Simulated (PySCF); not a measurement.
**BH2Cl (SMILES BCl) at wB97X-V/STO-6G**

What is the vertical singlet–triplet gap of BH2Cl at wB97X-V/STO-6G? 

The calculation is run with PySCF 2.14.0.

8 further runs of the same task are left out: 8 set aside as unsound or not needed.

## 1. The molecule

BH2Cl: 4 atoms, total charge 0, spin state singlet. As SMILES, `BCl`. The shape is that of a PBE0-D4/def2-TZVP optimisation.

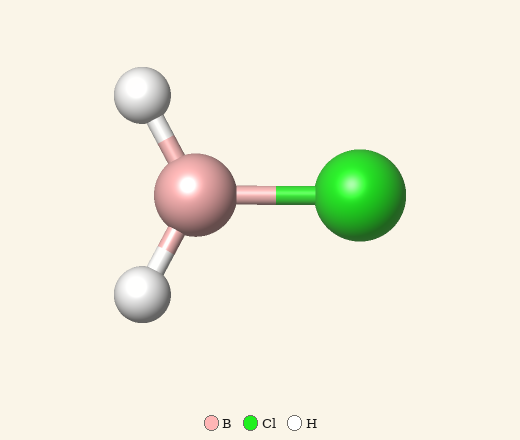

Viewed from a chosen angle; boron pink, chlorine green, hydrogen white.

## 2. A single-point energy at wB97X-V/STO-6G

Input file input.py:

```python
from pyscf import gto, dft

system = gto.Mole()
system.atom = '''
B       -0.116700       0.021700      -0.075300
Cl       1.365000      -0.395300       0.721200
H       -1.106200      -0.559500       0.240400
H       -0.086600       0.872800      -0.906600
'''
system.verbose = 3
system.charge = 0
system.basis = 'sto-6g'
system.max_memory = 1860
system.build()

mf = dft.RKS(system, xc='wb97x-v')
mf.grids.level = 5
mf.conv_tol = 1e-10
mf.nlcgrids.level = 1
mf.kernel()
if not mf.converged:
    mf = mf.newton().run(mf.mo_coeff, mf.mo_occ)

e_tot = mf.e_tot
print(f'total energy: {e_tot:.8f} hartree')
```

On the command line:

```console
$ OMP_NUM_THREADS=1 python input.py
```

The program printed:

```text
converged SCF energy = -484.570427431522
total energy: -484.57042743 hartree
```

Wall time 13 s (1 thread of Arm Neoverse V1, shared host); peak memory 0.18 GiB.

## 3. The triplet, same level

Input file job.py:

```python
from pyscf import gto, dft

molecule = gto.M(
    atom='''
B   -0.116700   0.021700  -0.075300
Cl   1.365000  -0.395300   0.721200
H   -1.106200  -0.559500   0.240400
H   -0.086600   0.872800  -0.906600
''',
    basis='sto-6g',
    verbose=4,
    spin=2,
    max_memory=1860,
)

mf = dft.UKS(molecule)
mf.xc = 'wb97x-v'
mf.nlcgrids.level = 1
mf.grids.level = 5
mf.conv_tol = 1e-10
mf.kernel()
if not mf.converged:
    mf = mf.newton().run(mf.mo_coeff, mf.mo_occ)

energy = mf.e_tot
print('Final energy', energy)
```

On the command line:

```console
$ OMP_NUM_THREADS=1 python job.py
```

The program printed:

```text
PySCF version 2.14.0

[INPUT] num. atoms = 4
[INPUT] num. electrons = 24
[INPUT] charge = 0
[INPUT] spin (= nelec alpha-beta = 2S) = 2
[INPUT] symmetry False subgroup None
[INPUT] Mole.unit = angstrom
[INPUT] Symbol           X                Y                Z      unit          X                Y                Z       unit  Magmom
[INPUT]  1 B     -0.116700000000   0.021700000000  -0.075300000000 AA   -0.220531038737   0.041007056903  -0.142296377180 Bohr   0.0
[INPUT]  2 Cl     1.365000000000  -0.395300000000   0.721200000000 AA    2.579476160031  -0.747008737041   1.362870481036 Bohr   0.0
[INPUT]  3 H     -1.106200000000  -0.559500000000   0.240400000000 AA   -2.090415038994  -1.057301766694   0.454290160345 Bohr   0.0
[INPUT]  4 H     -0.086600000000   0.872800000000  -0.906600000000 AA   -0.163650282387   1.649352961520  -1.713225704531 Bohr   0.0

nuclear repulsion = 37.7830159999581
number of shells = 10
number of NR pGTOs = 96
number of NR cGTOs = 16
basis = sto-6g
ecp = {}

******** <class 'pyscf.dft.uks.UKS'> ********
method = UKS
initial guess = minao
damping factor = 0
level_shift factor = 0
DIIS = <class 'pyscf.scf.diis.CDIIS'>
diis_start_cycle = 1
diis_space = 8
diis_damp = 0
SCF conv_tol = 1e-10
SCF conv_tol_grad = None
SCF max_cycles = 50
direct_scf = True
direct_scf_tol = 1e-13
number electrons alpha = 13  beta = 11
XC library pyscf.dft.libxc version 7.0.0
    S. Lehtola, C. Steigemann, M. J.T. Oliveira, and M. A.L. Marques.,  SoftwareX 7, 1–5 (2018)
XC functionals = wb97x-v
    N. Mardirossian and M. Head-Gordon.,  Phys. Chem. Chem. Phys. 16, 9904-9924 (2014)
radial grids:
    Treutler-Ahlrichs [JCP 102, 346 (1995); DOI:10.1063/1.469408] (M4) radial grids

becke partition: Becke, JCP 88, 2547 (1988); DOI:10.1063/1.454033
pruning grids: <function nwchem_prune>
grids dens level: 5
symmetrized grids: False
atomic radii adjust function: <function treutler_atomic_radii_adjust>
** Following is NLC and NLC Grids **
NLC functional = wb97x-v
radial grids:
    Treutler-Ahlrichs [JCP 102, 346 (1995); DOI:10.1063/1.469408] (M4) radial grids

becke partition: Becke, JCP 88, 2547 (1988); DOI:10.1063/1.454033
pruning grids: <function nwchem_prune>
grids dens level: 1
symmetrized grids: False
atomic radii adjust function: <function treutler_atomic_radii_adjust>
small_rho_cutoff = 0
Set gradient conv threshold to 1e-05
tot grids = 133288
tot grids = 16440
init E= -484.313930928083
[... the frontier-level lines of each cycle are left out ...]


cycle= 1 E= -484.32682635362  delta_E= -0.0129  |g|= 0.131  |ddm|= 1.76
cycle= 2 E= -484.349912674507  delta_E= -0.0231  |g|= 0.0607  |ddm|= 0.401
cycle= 3 E= -484.35302140894  delta_E= -0.00311  |g|= 0.0141  |ddm|= 0.107
cycle= 4 E= -484.353610362785  delta_E= -0.000589  |g|= 0.00842  |ddm|= 0.0489
cycle= 5 E= -484.353824119439  delta_E= -0.000214  |g|= 0.00352  |ddm|= 0.0356
cycle= 6 E= -484.353869421507  delta_E= -4.53e-05  |g|= 0.000327  |ddm|= 0.0248
cycle= 7 E= -484.35386962043  delta_E= -1.99e-07  |g|= 4.91e-05  |ddm|= 0.00144
cycle= 8 E= -484.353869625284  delta_E= -4.85e-09  |g|= 6.48e-06  |ddm|= 0.000198
cycle= 9 E= -484.35386962535  delta_E= -6.58e-11  |g|= 1.04e-06  |ddm|= 2.66e-05
Extra cycle  E= -484.353869625352  delta_E= -1.82e-12  |g|= 3.86e-07  |ddm|= 2.59e-06
converged SCF energy = -484.353869625352  <S^2> = 2.0011116  2S+1 = 3.0007409
Final energy -484.35386962535176
```

Wall time 15 s (1 thread of Arm Neoverse V1, shared host); peak memory 0.19 GiB.

## 4. What came out

At wB97X-V/STO-6G:

| quantity | value |
| --- | --- |
| singlet: total energy | -484.57043 Eh |
| singlet: dipole moment | 1.11 D |
| singlet: HOMO energy | -9.75 eV |
| singlet: LUMO energy | 3.03 eV |
| singlet: HOMO–LUMO gap | 12.78 eV |
| triplet: total energy | -484.35387 Eh |
| triplet: dipole moment | 0.14 D |
| triplet: HOMO energy (highest over α and β) | -4.26 eV |
| triplet: LUMO energy (lowest over α and β) | -3.18 eV |
| triplet: ⟨S²⟩ | 2.001 |
| vertical energy of the triplet above the singlet | 5.893 eV |

In words: At this shape the triplet lies 5.89 eV (136 kcal/mol) above the singlet. In a minimal basis such a difference can be off by several eV, whatever the method.
